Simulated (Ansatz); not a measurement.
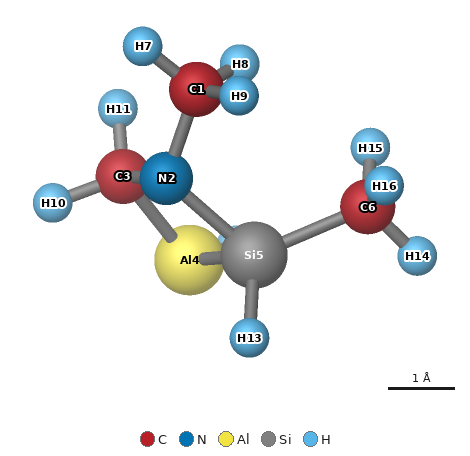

The starting structure (ball-and-stick view, seen at a tilt; atoms are numbered from 1 in the order of the input). Sticks mark near contacts.

**Geometry relaxation of C₃H₁₀AlNSi (part 1 of 2)**

System: C₃H₁₀AlNSi.
Method: RKS B3LYP-D4/STO-3G (Ansatz 0.2.0).

It belongs to a series of runs on one base structure; here: start relaxed. Figures and captions count atoms from 1; the log counts them from 0 in places.

**Input file**
```yaml
crystal:
  periodic: [false, false, false]
  atoms:
    - { symbol: C, position_ang: [0.1021, -0.6861, 1.6226] }
    - { symbol: "N", position_ang: [0.9317, 0.1506, 0.7457] }
    - { symbol: C, position_ang: [1.6649, -0.7016, -0.1987] }
    - { symbol: Al, position_ang: [1.1353, -0.1028, -2.0151] }
    - { symbol: Si, position_ang: [-0.0047, 1.1422, -0.438] }
    - { symbol: C, position_ang: [-1.8561, 0.87, -0.4024] }
    - { symbol: H, position_ang: [0.6962, -1.248, 2.3102] }
    - { symbol: H, position_ang: [-0.5585, -1.3093, 1.0164] }
    - { symbol: H, position_ang: [-0.5755, 0.0479, 2.2708] }
    - { symbol: H, position_ang: [2.7845, -0.4903, -0.058] }
    - { symbol: H, position_ang: [1.5053, -1.792, -0.022] }
    - { symbol: H, position_ang: [0.5172, -0.9268, -3.2425] }
    - { symbol: H, position_ang: [0.327, 2.5942, -0.3813] }
    - { symbol: H, position_ang: [-2.3506, 1.4456, -1.2048] }
    - { symbol: H, position_ang: [-2.0723, -0.2388, -0.5467] }
    - { symbol: H, position_ang: [-2.2692, 1.2227, 0.588] }
basis:
  gaussian: { orbitals: STO-3G }
hamiltonian:
  xc: b3lyp
  dispersion: d4
relax:
  f_tol: 0.02
  max_steps: 40
scf:
  lower_state_search: "off"
```

Machine: 1 thread of Arm Neoverse V2, 24 GiB of memory available, shared host.

Command:
```bash
ansatz run input.yaml --threads 1 --pin off --max-ram 2048MiB --backend cpu --events-out ev --progress --plain --runs-dir out
```

**The program's output**
```
The last accepted step is kept in [file] (removed where the run ends without a failure and the disk answers)
Engine: ansatz 0.2.0, aarch64-unknown-linux-gnu
Functional definition: B3LYP
  parameter a0 = 0.2
  parameter ax = 0.72
  parameter ac = 0.81
  exchange = (1 - a0 - ax)*slater_x + ax*b88_x + a0*exact_x
  correlation = (1 - ac)*vwn_rpa_c + ac*lyp_c
these checks for a lower state are left out or cut short: stability, starts, cluster_reference, orbital_swaps, neighbouring_geometries, increment
681 factors; integrals over basis functions are off by at most 1.2e-5 eV
mean field evaluation 1: about -19006.2251 eV, gradient 2.7e1 eV
mean field evaluation 2: about -18983.6334 eV, gradient 8.3e1 eV
mean field evaluation 4: about -19008.7895 eV, gradient 2.2e0 eV
mean field evaluation 8: about -19008.7275 eV, gradient 3.2e-2 eV
mean field evaluation 16: about -19008.7275 eV, gradient 6.0e-6 eV
mean field -19008.72747622 eV, -698.5578501728 hartree, gradient 6.0e-6 eV, S^2 0.000000; 0 other end points of the search recorded, 0 dependent functions left out
the calculation of the forces begins
reference -19008.72770391 eV, -698.5578585402 hartree; 31, 31 occupied and 17, 17 virtual orbitals, 681 factors
relax step   1: F+E_penalty+E_count = -19009.40513765 eV  Δ(F+E_penalty+E_count) = +0.000e0 eV  max|allowed force component| = 4.558e0 eV/Å  Δτ_max = 0.0000 Å  (14 SCF iters, accepted)
these checks for a lower state are left out or cut short: stability, starts, cluster_reference, orbital_swaps, neighbouring_geometries, increment
681 factors; integrals over basis functions are off by at most 1.4e-5 eV
mean field -19009.94277009 eV, -698.6025113987 hartree, gradient 1.5e-6 eV, S^2 0.000000; 0 other end points of the search recorded, 0 dependent functions left out
[... from here on the field's lines of each further geometry are left out, up to the last ...]
relax step   2: F+E_penalty+E_count = -19010.61674983 eV  Δ(F+E_penalty+E_count) = -1.212e0 eV  max|allowed force component| = 1.159e0 eV/Å  Δτ_max = 0.1982 Å  (19 SCF iters, accepted)
relax step   3: F+E_penalty+E_count = -19010.72938348 eV  Δ(F+E_penalty+E_count) = -1.126e-1 eV  max|allowed force component| = 3.840e-1 eV/Å  Δτ_max = 0.1120 Å  (18 SCF iters, accepted)
relax step   4: F+E_penalty+E_count = -19010.77706232 eV  Δ(F+E_penalty+E_count) = -4.768e-2 eV  max|allowed force component| = 1.989e-1 eV/Å  Δτ_max = 0.1994 Å  (18 SCF iters, accepted)
relax step   5: F+E_penalty+E_count = -19010.81063727 eV  Δ(F+E_penalty+E_count) = -3.357e-2 eV  max|allowed force component| = 2.536e-1 eV/Å  Δτ_max = 0.1956 Å  (18 SCF iters, accepted)
relax step   6: F+E_penalty+E_count = -19010.83856423 eV  Δ(F+E_penalty+E_count) = -2.793e-2 eV  max|allowed force component| = 3.901e-1 eV/Å  Δτ_max = 0.1988 Å  (17 SCF iters, accepted)
relax step   7: F+E_penalty+E_count = -19010.86541197 eV  Δ(F+E_penalty+E_count) = -2.685e-2 eV  max|allowed force component| = 4.172e-1 eV/Å  Δτ_max = 0.1979 Å  (17 SCF iters, accepted)
relax step   8: F+E_penalty+E_count = -19010.88870100 eV  Δ(F+E_penalty+E_count) = -2.329e-2 eV  max|allowed force component| = 4.083e-1 eV/Å  Δτ_max = 0.1932 Å  (17 SCF iters, accepted)
relax step   9: F+E_penalty+E_count = -19010.89590698 eV  Δ(F+E_penalty+E_count) = -7.206e-3 eV  max|allowed force component| = 5.316e-1 eV/Å  Δτ_max = 0.1933 Å  (17 SCF iters, accepted)
relax step  10: F+E_penalty+E_count = -19010.92489902 eV  Δ(F+E_penalty+E_count) = -2.899e-2 eV  max|allowed force component| = 3.932e-1 eV/Å  Δτ_max = 0.0746 Å  (17 SCF iters, accepted)
relax step  11: F+E_penalty+E_count = -19010.93436473 eV  Δ(F+E_penalty+E_count) = -9.466e-3 eV  max|allowed force component| = 4.911e-1 eV/Å  Δτ_max = 0.0937 Å  (17 SCF iters, accepted)
relax step  12: F+E_penalty+E_count = -19010.94337180 eV  Δ(F+E_penalty+E_count) = -9.007e-3 eV  max|allowed force component| = 8.190e-2 eV/Å  Δτ_max = 0.0409 Å  (18 SCF iters, accepted)
relax step  13: F+E_penalty+E_count = -19010.94522724 eV  Δ(F+E_penalty+E_count) = -1.855e-3 eV  max|allowed force component| = 5.327e-2 eV/Å  Δτ_max = 0.0418 Å  (18 SCF iters, accepted)
the calculation of the forces begins
reference -19010.29559659 eV, -698.6154775337 hartree; 31, 31 occupied and 17, 17 virtual orbitals, 682 factors
relax step  14: F+E_penalty+E_count = -19010.94618703 eV  Δ(F+E_penalty+E_count) = -9.598e-4 eV  max|allowed force component| = 2.479e-2 eV/Å  Δτ_max = 0.0518 Å  (18 SCF iters, accepted)
these checks for a lower state are left out or cut short: stability, starts, cluster_reference, orbital_swaps, neighbouring_geometries, increment
682 factors; integrals over basis functions are off by at most 2.7e-5 eV
mean field -19010.29539142 eV, -698.6154699937 hartree, gradient 1.5e-6 eV, S^2 0.000000; 0 other end points of the search recorded, 0 dependent functions left out
the calculation of the forces begins
reference -19010.29562642 eV, -698.6154786298 hartree; 31, 31 occupied and 17, 17 virtual orbitals, 682 factors
relax step  15: F+E_penalty+E_count = -19010.94638130 eV  Δ(F+E_penalty+E_count) = -1.943e-4 eV  max|allowed force component| = 1.889e-2 eV/Å  Δτ_max = 0.0217 Å  (19 SCF iters, accepted)
```

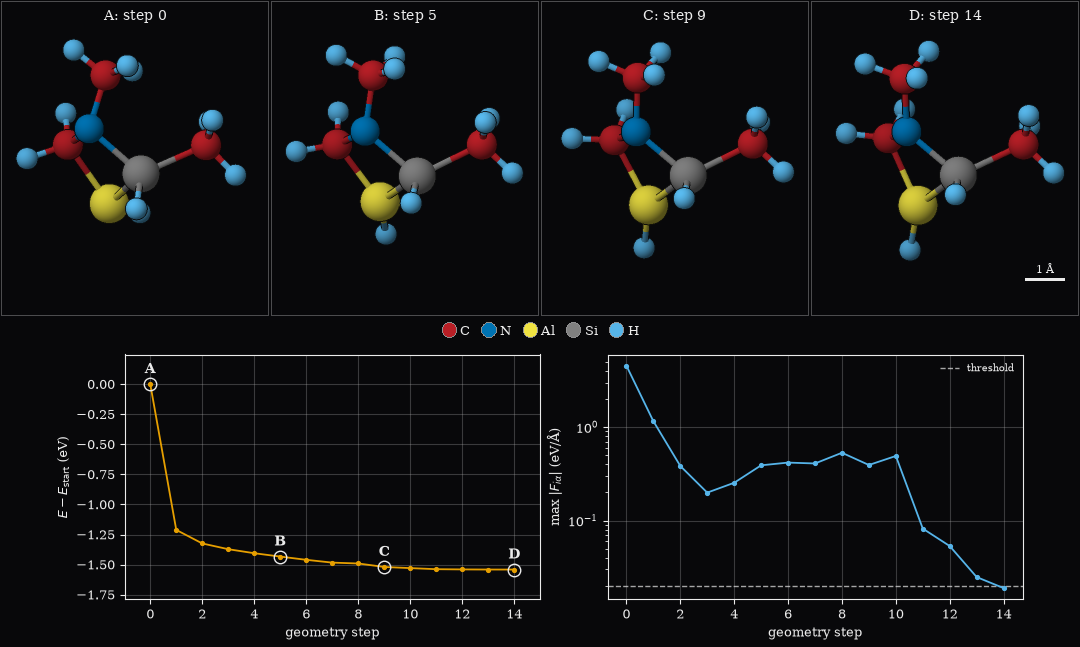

Frames of the relaxation (ball-and-stick view, seen at a tilt) above the curves, on which the letters mark them (the first geometry is step 0 here and step 1 in the log).

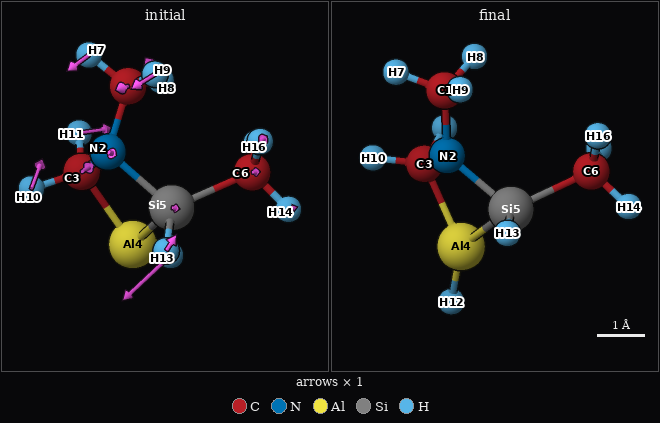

Before (left) and after (right) the relaxation, at one scale (ball-and-stick view, seen at a tilt). The pink arrows give the displacements, at true length. The energy falls by 1.541 eV in 14 geometry steps. Largest force component: 4.6 eV/Å at the start, 0.019 eV/Å at the end. The atom that moves furthest after the best rigid fit is H12 (1.52 Å). By element the largest moves are H 1.52 Å, C 0.52 Å, N 0.34 Å, Si 0.23 Å, Al 0.07 Å. Among the contacts that change: Al4–H12 1.602 → 1.503 Å, C1–H9 1.191 → 1.106 Å, C3–Al4 1.985 → 1.932 Å, N2–C3 1.468 → 1.520 Å. Among the angles that change: Si5–Al4–H12 127.6° → 146.2°, N2–C3–Al4 106.3° → 92.5°, Al4–C3–H10 108.5° → 120.1°. (Atoms are counted from 1 in the order of the input.)

```
Total energy: -19010.94661630 eV, -698.6394020666 hartree
Atom 0 at     0.388094    -0.401011     1.844270 Å, force    -0.002428    -0.002135     0.007066 eV/Å
Atom 1 at     0.783400     0.010851     0.470443 Å, force    -0.007673     0.014590    -0.013710 eV/Å
Atom 2 at     1.371976    -1.091799    -0.395365 Å, force    -0.001421    -0.015057     0.006442 eV/Å
Atom 3 at     1.172885    -0.047731    -2.008924 Å, force     0.007914    -0.003940     0.003362 eV/Å
Atom 4 at    -0.171116     1.100694    -0.584941 Å, force    -0.007337     0.002179     0.018895 eV/Å
Atom 5 at    -2.038401     0.785202    -0.520928 Å, force    -0.003860    -0.008808    -0.006851 eV/Å
Atom 6 at     1.258266    -0.813020     2.393033 Å, force    -0.004816     0.000778    -0.003276 eV/Å
Atom 7 at    -0.409617    -1.178998     1.867645 Å, force     0.005181     0.005438    -0.001965 eV/Å
Atom 8 at     0.017105     0.475899     2.406653 Å, force     0.004549    -0.008057    -0.005885 eV/Å
Atom 9 at     2.382512    -1.373858    -0.036723 Å, force    -0.004727     0.001756    -0.004429 eV/Å
Atom 10 at     0.765450    -2.025584    -0.360722 Å, force     0.005720     0.007239    -0.000548 eV/Å
Atom 11 at     1.775100    -0.106121    -3.385250 Å, force    -0.002458     0.002818     0.004383 eV/Å
Atom 12 at    -0.010515     2.471083    -0.122780 Å, force     0.008184     0.000972    -0.005264 eV/Å
Atom 13 at    -2.572249     1.447034    -1.216326 Å, force    -0.001839    -0.000922     0.000909 eV/Å
Atom 14 at    -2.293237    -0.248423    -0.788597 Å, force    -0.002228     0.002258     0.002581 eV/Å
Atom 15 at    -2.442354     0.973281     0.482714 Å, force     0.007241     0.000891    -0.001712 eV/Å
Dipole moment:    -0.000418    -0.011847    -0.480770 e Å
Checks for a lower state left out: stability, starts, cluster_reference, orbital_swaps, neighbouring_geometries, increment
```

**Trajectory as extended XYZ (Å, eV, eV/Å), 15 frames, from step=1 to step=15**
```
16
Properties=species:S:1:pos:R:3:forces:R:3 step=1 energy=-19009.40514
C     0.1021   -0.6861    1.6226   -2.9793   3.1397   1.4293
N     0.9317    0.1506    0.7457   -0.5769   1.6956  -0.3474
C     1.6649   -0.7016   -0.1987    4.5577  -2.0730  -1.8472
Al    1.1353   -0.1028   -2.0151   -2.4049  -0.9049   0.7861
Si   -0.0047    1.1422   -0.4380    0.4918   2.1840  -2.0975
C    -1.8561    0.8700   -0.4024   -0.6935  -0.5169   1.0931
H     0.6962   -1.2480    2.3102    0.8408  -1.1346   0.8339
H    -0.5585   -1.3093    1.0164   -0.5755  -0.9479   0.2507
H    -0.5755    0.0479    2.2708    1.3763  -1.8696  -1.3552
H     2.7845   -0.4903   -0.0580   -1.0466  -0.7522   0.1038
H     1.5053   -1.7920   -0.0220    0.2207   0.2946   0.1628
H     0.5172   -0.9268   -3.2425    1.2444   0.8603   0.9449
H     0.3270    2.5942   -0.3813   -0.5057  -0.6705   0.6219
H    -2.3506    1.4456   -1.2048    0.0444  -0.2422   0.1842
H    -2.0723   -0.2388   -0.5467   -0.0329   1.5482   0.2912
H    -2.2692    1.2227    0.5880    0.0393  -0.6106  -1.0548
16
Properties=species:S:1:pos:R:3:forces:R:3 step=2 energy=-19010.61675
C     0.0759   -0.6398    1.5843   -0.3017   0.3591   0.0894
N     0.9005    0.1458    0.5975   -0.3509   0.0528   0.7001
C     1.7951   -0.7816   -0.2334   -0.1553   0.1038  -1.1589
Al    0.9802   -0.2072   -1.9494    0.6969  -0.5440   0.0931
Si   -0.0229    1.2369   -0.5430    0.0026   0.2451   0.1798
C    -1.8772    0.9255   -0.3804   -0.2997  -0.1272   0.0815
H     0.7228   -1.2032    2.2763    0.1563  -0.1613  -0.0181
H    -0.6195   -1.3627    1.0926    0.1213  -0.0356   0.1893
H    -0.5532    0.0281    2.2179    0.2500  -0.0393  -0.3499
H     2.8737   -0.5810   -0.0266   -0.3147  -0.0122  -0.0704
H     1.6181   -1.8478    0.0193    0.0281   0.1141   0.0221
H     0.6810   -0.9363   -3.2627    0.1562   0.2334   0.4066
H     0.2310    2.6611   -0.2448   -0.0739  -0.5430  -0.0676
H    -2.4096    1.4649   -1.1758   -0.1157   0.0290   0.0803
H    -2.1037   -0.1476   -0.5151    0.0418   0.2664   0.0199
H    -2.3149    1.2223    0.5875    0.1587   0.0589  -0.1972
16
Properties=species:S:1:pos:R:3:forces:R:3 step=3 energy=-19010.72938
C     0.0893   -0.6553    1.6151    0.0723   0.0126  -0.0838
N     0.8775    0.1180    0.5934   -0.2573   0.0234   0.1785
C     1.7887   -0.7868   -0.2601   -0.1542   0.0096  -0.3840
Al    1.0333   -0.2147   -1.9693    0.1810  -0.1403   0.2139
Si   -0.0499    1.1907   -0.5614   -0.0933   0.0332   0.1080
C    -1.9198    0.9571   -0.3909   -0.1210  -0.0995  -0.0513
H     0.7693   -1.1815    2.3127    0.0141   0.0038  -0.0413
H    -0.5927   -1.4241    1.1762    0.0903   0.0526   0.0775
H    -0.5375    0.0299    2.2169    0.0625   0.0411  -0.0859
H     2.8540   -0.5703   -0.0378   -0.0561  -0.0028  -0.0075
H     1.6315   -1.8547   -0.0113    0.0074  -0.0017  -0.0144
H     0.7908   -0.9266   -3.2829    0.1337   0.0893   0.0910
H     0.2108    2.5940   -0.2473    0.0268  -0.1655  -0.0551
H    -2.4520    1.5238   -1.1680    0.0069   0.0248   0.0419
H    -2.1968   -0.0994   -0.5222   -0.0072   0.0795   0.0296
H    -2.3191    1.2774    0.5812    0.0941   0.0399  -0.0170
```
